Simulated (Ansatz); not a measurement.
C2H9AlBFSi

The calculation's input:

```
crystal:
  periodic: [false, false, false]
  atoms:
    - { symbol: C, position_ang: [-1.2256, -1.012, 0.7537] }
    - { symbol: B, position_ang: [-0.397, -0.1014, -0.2598] }
    - { symbol: C, position_ang: [1.0086, -0.602, -0.7459] }
    - { symbol: Al, position_ang: [2.4157, -0.4978, 0.7746] }
    - { symbol: Si, position_ang: [-1.0863, 1.5885, -0.928] }
    - { symbol: F, position_ang: [-0.045, 2.8545, -0.4547] }
    - { symbol: H, position_ang: [-0.7164, -1.9026, 1.0113] }
    - { symbol: H, position_ang: [-2.2015, -1.2039, 0.2523] }
    - { symbol: H, position_ang: [-1.4625, -0.3666, 1.7078] }
    - { symbol: H, position_ang: [0.9687, -1.6451, -1.0797] }
    - { symbol: H, position_ang: [1.4101, 0.0434, -1.5293] }
    - { symbol: H, position_ang: [2.1838, -1.5564, 1.9794] }
    - { symbol: H, position_ang: [2.7578, 0.97, 1.2365] }
    - { symbol: H, position_ang: [-1.2114, 1.5616, -2.3591] }
    - { symbol: H, position_ang: [-2.421, 1.8188, -0.3298] }
basis:
  gaussian: { orbitals: def2-SVP }
hamiltonian:
  xc: pbe0
  dispersion: d4
relax:
  f_tol: 0.015
  max_steps: 40
output:
  orbitals: {}
```

Run with:

```sh
ansatz run input.yaml --threads 2 --pin off --max-ram 3072MiB --backend cpu --events-out ev --progress --plain --runs-dir out
```

The fields are those of the relaxed geometry.

Level of theory: Ansatz, RKS PBE0-D4/def2-SVP.

**What can the converged electron density and electron localisation function tell about the bonding?**

C–B (1.50 Å): ρ is about 1.5 e/Å³ halfway; the ELF peaks at about 0.95 between the atoms, as expected for a covalent bond.
C–H (1.10 Å): the density is about 1.9 e/Å³ at the midpoint; the ELF climbs to about 1 towards the hydrogen, as it does in any bond to H (an ordinary covalent bond to hydrogen).

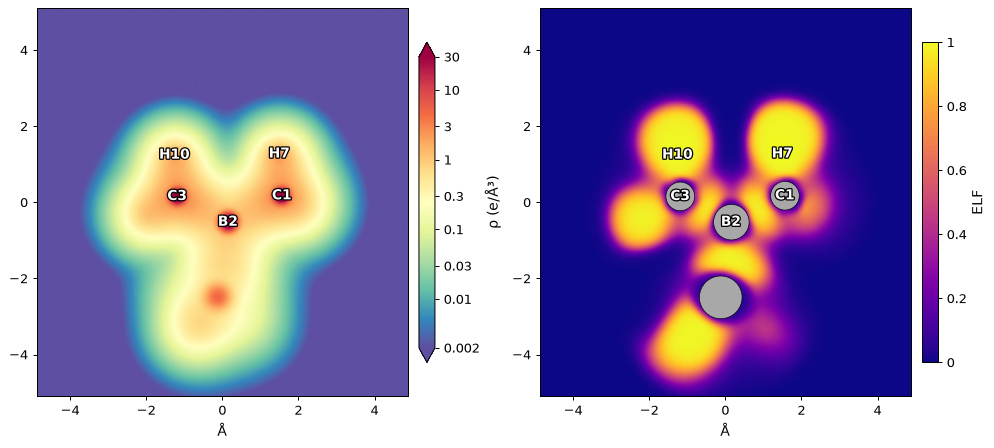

Computed electron density and electron localisation function on the plane of atoms C1, B2 and C3, in this order. Grey discs cover the atomic cores in the ELF map. 
